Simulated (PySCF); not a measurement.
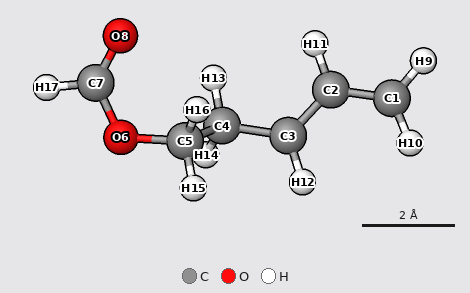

**Figure 1.** The structure (ball-and-stick view, seen on its broad side; atoms are numbered from 1 in the order of the input).

# Run report: C6H9O2, EPR calculation

The run: EPR calculation of C6H9O2, multiplicity 2, SMILES C=C[CH]CCOC=O. Method and program: UKS B3LYP, pcH-1 on C H O, non-relativistic, mean-field spin-orbit, GIAO (PySCF 2.14.0).

It belongs to a series of runs on one base structure; here: H added to sp2 C.

## The program's output
```
UKS, coarse grid
  cycle   1  E = -384.30235129  |g| = 6.82e-01
  cycle   2  E = -383.87845410  |g| = 1.27e+00
  cycle   3  E = -384.45540084  |g| = 2.44e-01
  cycle   4  E = -384.47609577  |g| = 8.28e-02
  cycle   5  E = -384.47823877  |g| = 2.38e-02
  cycle   6  E = -384.47852090  |g| = 6.09e-03
  cycle   7  E = -384.47855549  |g| = 2.97e-03
  cycle   8  E = -384.47856304  |g| = 2.20e-03
  cycle   9  E = -384.47856655  |g| = 6.25e-04
UKS, final grid
  cycle   1  E = -384.47856311  |g| = 1.01e-03
  cycle   2  E = -384.47856197  |g| = 1.90e-03
  cycle   3  E = -384.47856358  |g| = 2.14e-04
  cycle   4  E = -384.47856359  |g| = 5.22e-05
  cycle   5  E = -384.47856360  |g| = 2.21e-05
E = -384.47856360 Eh   <S^2> = 0.7757 (exact 0.7500)
g shifts (ppm)      1          2          3
  rmc          -144       -144       -144
  gc              4         35         32
  oz_so         -17        553        645
  total        -157        443        532
hyperfine (MHz)  atom isotope    a_iso     a_fc   dipolar eigenvalues
    0   13C      54.33      54.33    -51.40    -49.64    101.04
    1   13C     -47.78     -47.78    -28.54     11.32     17.21
    2   13C      57.38      57.38    -52.22    -50.95    103.17
    3   13C     -21.74     -21.74     -1.47      0.33      1.14
    4   13C      60.07      60.07     -2.79     -2.49      5.28
    5   17O      -0.84      -0.84     -2.27      1.04      1.23
    6   13C      -0.17      -0.17     -0.18     -0.10      0.29
    7   17O      -0.07      -0.07     -0.20     -0.00      0.20
    8    1H     -41.79     -41.79    -25.08     -0.36     25.44
    9    1H     -39.62     -39.62    -21.49     -1.69     23.18
   10    1H      11.86      11.86     -5.14     -1.32      6.46
   11    1H     -39.44     -39.44    -21.45     -2.02     23.47
   12    1H       2.58       2.58     -3.14     -2.52      5.66
   13    1H      63.96      63.96     -3.57     -2.49      6.07
   14    1H      -2.28      -2.28     -3.00     -1.45      4.45
   15    1H      -2.69      -2.69     -3.43     -1.12      4.54
   16    1H       0.52       0.52     -0.44     -0.38      0.82
```

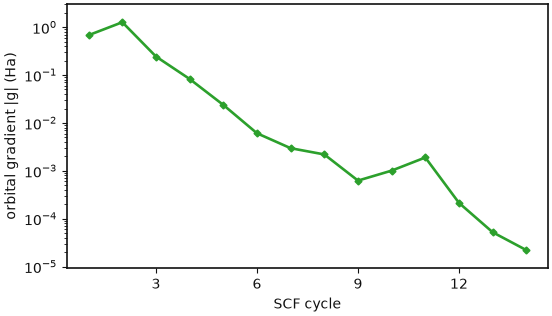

**Figure 2.** Convergence of the self-consistent field: orbital gradient |g| against the SCF cycle. All cycles printed in the log are drawn one after another.

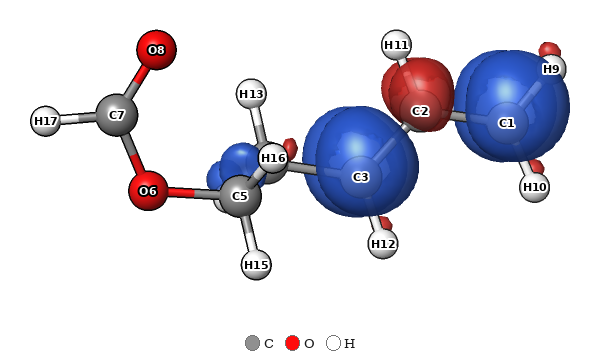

**Figure 3.** Isosurfaces of the spin density (α minus β) at +0.03 (blue) and −0.03 e/Å³ (red), seen at a tilt. The unpaired spin (1 electron) lies mostly on C1 (about 0.4) and C3 (about 0.4), in electrons by Hirshfeld's partition.

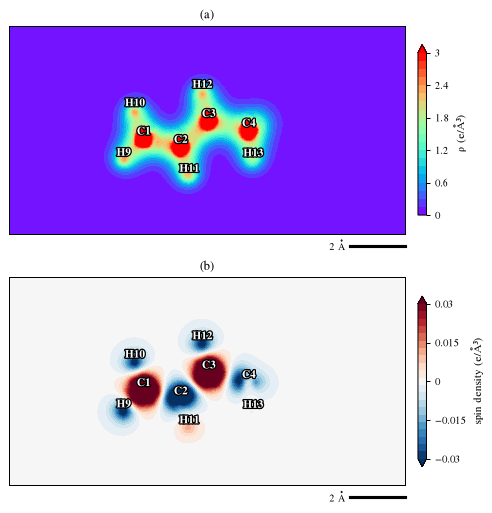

**Figure 4.** (a) electron density; (b) spin density on the plane of atoms C1, C2 and H11. Atoms in the plane: C and H. C–H (1.07 Å): ρ at the midpoint is about 2.2 e/Å³, with its minimum of 1.6 e/Å³ about 0.9 Å from C. C–C (1.48 Å): ρ is about 1.4 e/Å³ halfway. The unpaired spin (1 electron) lies mostly on C1 (about 0.4) and C3 (about 0.4), in electrons by Hirshfeld's partition.

The run was set up as follows.

## The input
```
{"job": {"kind": "epr", "basis": "pcH-1"}, "charge": 0, "multiplicity": 2}
C      3.260338     0.623866    -0.326192
C      1.950480     0.259824    -0.486655
C      1.193279    -0.370679     0.476455
C     -0.229788    -0.750925     0.288604
C     -1.140826     0.045338     1.236933
O     -2.495534    -0.407371     1.161833
C     -3.236312     0.070397     0.178827
O     -2.903341     0.856065    -0.657931
H      3.807172     1.114031    -1.110012
H      3.781501     0.430022     0.594826
H      1.473103     0.476862    -1.434650
H      1.636689    -0.593365     1.436314
H     -0.544494    -0.563131    -0.739480
H     -0.369760    -1.814748     0.510167
H     -0.842202    -0.102165     2.276196
H     -1.101867     1.108726     0.980950
H     -4.245434    -0.370719     0.253367
```

The first line tells a small driver script what to run in PySCF; the rest is the geometry in Å.

Run as:
```bash
OMP_NUM_THREADS=1 python <driver script> task.json out
```

## Results in brief

```tsv
quantity	value
outcome	converged
total energy	−384.478564 hartree
⟨S²⟩	0.776
isotropic g	2.0026
hardware	1 CPU thread, shared host
wall time	77 s
peak memory	0.97 GiB
```
